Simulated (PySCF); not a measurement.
H4BCl2NO, singlet at its CAM-B3LYP/def2-SVP optimised geometry (Å):

```
9

B     -0.5917    -0.4228     0.0000
Cl    -1.2705     1.3112     0.0000
Cl     1.2705    -0.4228     0.0000
O     -1.1982    -1.3112     0.8860
H     -1.0379    -1.0782     1.8060
N     -0.9900    -1.0076    -1.4548
H     -0.6297    -1.9615    -1.5449
H     -0.5904    -0.4256    -2.1938
H     -2.0093    -1.0175    -1.5474
```

Level of theory: PySCF 2.14.0 with CAM-B3LYP/def2-TZVP.

Map of the electron localisation function on the plane z = 1.5 Å:

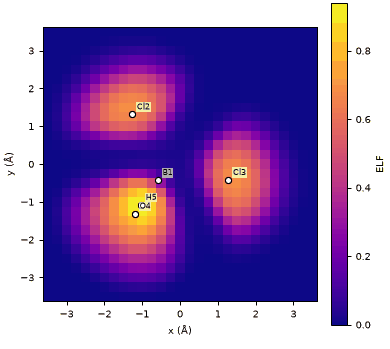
Figure: Electron localisation function on the plane z = 1.5 Å.
